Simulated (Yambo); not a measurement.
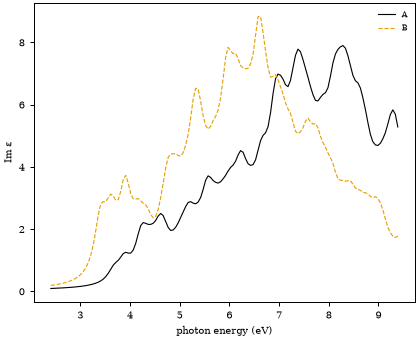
Two computed absorption spectra of BaS (rock salt, space group Fm-3m, No. 225) (Yambo, PBEsol bands with the same scissor, field along x)

Question: Which curve includes the electron-hole attraction (BSE)?

Answer: Curve B: the attraction moves weight to lower energy (centre of the plotted range 6.3 eV against 7.1 eV). Settings: 8×8×8 mesh, 3 valence and 7 conduction bands, static screening with 30 bands and a 4 Ry block, scissor 1.55 eV, Tamm-Dancoff. The scissor comes from a G0W0 run whose convergence isn't established. Broadening 0.15 eV. The band window holds all transitions up to 10.7 eV. On this mesh the peak heights and the fine structure are mesh artefacts; only the shift of weight is robust.

Geometry relaxed with PBEsol; primitive cell a = 4.476 Å, b = 4.476 Å, c = 4.476 Å, α = 60.00°, β = 60.00°, γ = 60.00°.
